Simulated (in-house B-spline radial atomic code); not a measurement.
The calculation used an in-house B-spline radial code at this level: scalar-relativistic (spin-free one-electron X2C) Hartree-Fock (fractional occupations), spin-polarised, spherical fractional occupations, Fermi nucleus, basis-set limit. The occupation of the 3d shell is varied from Zn⁴⁺ ([Ar] 3d8 (high spin)) to Zn³⁺ ([Ar] 3d9 (high spin)), with spherical fractional occupations. Wanted, and plotted below: the total energy less the straight line between the end points, and the eigenvalue of 3d↓ (the dashed line is minus the energy to take the whole electron out).

The curve is convex (below the straight line), with the largest deviation among the points computed, −2.07 eV, at 0.5. The end points differ by 64.4 eV, the energy to take the electron out. The eigenvalue, which is the slope of the energy (Janak's theorem), moves from −72.9 eV at 0 to −56.3 eV at 1; for a straight line it would stay constant, and a parabola would sag by an eighth of this change, scaled to a whole electron, 2.07 eV. Hartree-Fock is convex here because the fraction is spread over the degenerate orbitals of the shell. Exact exchange at spherical fractional occupations leaves self-interaction in partly filled shells, which adds to the curvature.

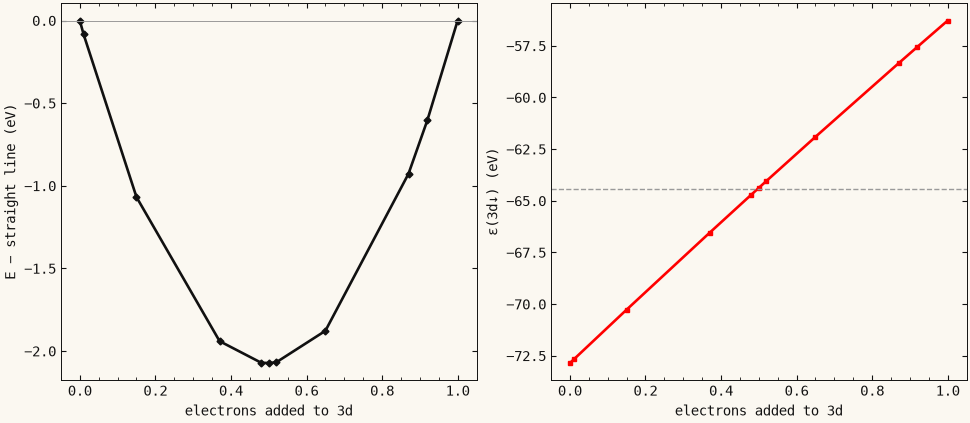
